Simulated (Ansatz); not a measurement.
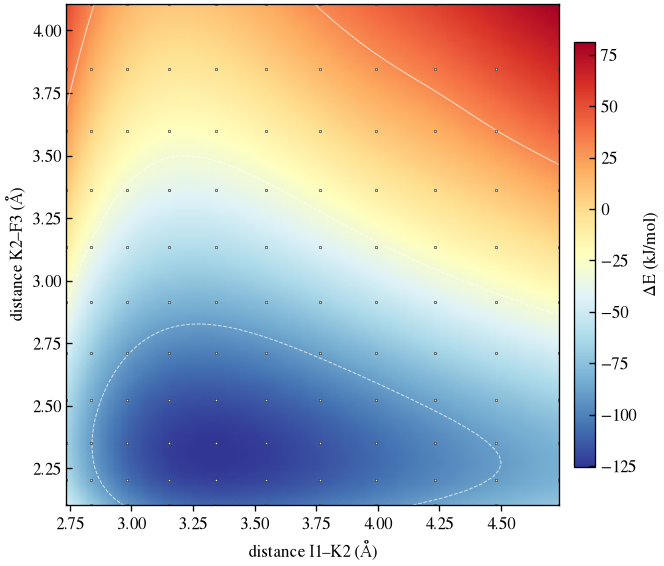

Energy landscape of the system I⁻ + KF. 
- First axis: distance I1–K2. Second axis: distance K2–F3.
- Nothing is relaxed (the angle I1–K2–F3 is fixed at 160 degrees).
- The scan uses an 11 × 11 grid.
- Energies: kJ/mol, counted from I with charge -1 far from the relaxed KF (each part in its own basis).
- All numbers below come from RKS CAM-B3LYP-D4/def2-TZVPD (Ansatz).

In the figure: a smooth colour map with a few white contour lines, dots at the grid points. Between grid points the surface is interpolated. 

### Where are the wells?

The lowest grid point is at distance I1–K2 = 3.344 Å, distance K2–F3 = 2.351 Å, −125 kJ/mol from I with charge -1 far from the relaxed KF (each part in its own basis). It is the only kind of minimum in the scanned range. The highest grid point, distance I1–K2 = 4.736 Å, distance K2–F3 = 4.104 Å, lies 207 kJ/mol above the lowest.

The input of one point:

```yaml
crystal:
  periodic: [false, false, false]
  atoms:
    - { symbol: I, position_ang: [-3.344, 0.0, 0.0] }
    - { symbol: K, position_ang: [0.0, 0.0, 0.0] }
    - { symbol: F, position_ang: [2.209217, 0.804089, 0.0] }
total_charge: -1
basis:
  gaussian: { orbitals: def2-TZVPD }
hamiltonian:
  xc: { name: CAM-B3LYP }
  dispersion: d4
output:
  forces: true
```

Each point was launched as `ansatz run input.yaml --threads 1 --pin off --max-ram 2560MiB --backend cpu --events-out ev --progress --plain --runs-dir out`. Time for the 121 points that were run: 11 min on 1 thread of Arm Neoverse V2 (shared host).
